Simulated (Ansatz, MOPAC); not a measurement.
Potential energy curve for SMILES CF (CH3F). The C1–H5 bond (C1 also carries F, H, H; H5 carries nothing else) is varied alone, starting from the PBE0/def2-TZVP optimised geometry.

```
5

C      0.0000     0.0000     0.0000
F      1.1315    -0.6410    -0.4501
H      0.0000     1.0274    -0.3709
H     -0.8813    -0.5281    -0.3709
H      0.0000     0.0000     1.0923
```

- RCCSD = CCSD on RHF/cc-pVTZ, frozen core run with Ansatz (a quantum-chemistry and plane-wave program)
- PM3, restricted, heats of formation (MOPAC)
- AM1, restricted, heats of formation (MOPAC)

Energies are in kcal/mol, each relative to the lowest point of its own curve near equilibrium.

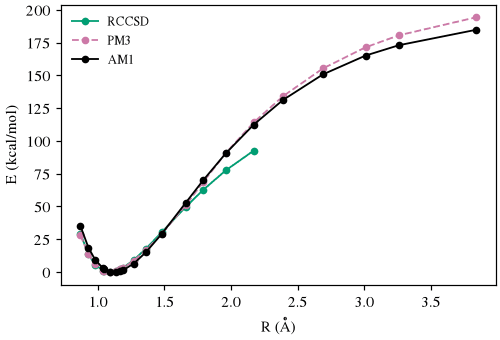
Figure: Energy against bond length for each method.

```tsv
R / Å	RCCSD	PM3	AM1
0.87	29.2	28.1	35.1
0.93	13.5	13.5	18.6
0.98	5.7	5.9	9.4
1.04	1.0	1.1	2.8
1.05	0.6	0.7	2.1
1.09	0.0	0.0	0.3
1.14	0.9	0.8	0.0
1.17	2.2	2.0	0.7
1.19	3.3	3.0	1.4
1.27	9.2	8.6	6.5
1.36	17.6	16.6	15.0
1.48	30.3	29.0	29.1
1.66	49.6	50.9	52.8
1.79	62.6	68.4	69.8
1.96	77.5	90.6	90.5
2.17	92.6	114.1	112.4
2.39	—	134.1	131.2
2.69	—	155.3	150.8
3.01	—	171.5	165.1
3.26	—	180.6	173.0
3.84	—	194.3	184.8
```

At the longest distance, 3.84 Å, PM3 lies highest above its minimum (194.3 kcal/mol) and AM1 lowest (184.8 kcal/mol).

A dash means that the run gave no value there, or that the column was ended at a point which the program doubted or which failed a test of continuity chosen for this set; such a test can also cut sound points.

The T1 diagnostic of CCSD on the restricted reference of RCCSD exceeds 0.045 at 3.01 to 3.84 Å. The restricted form behind PM3, AM1 keeps the bonding electrons paired and can't separate into open-shell fragments.
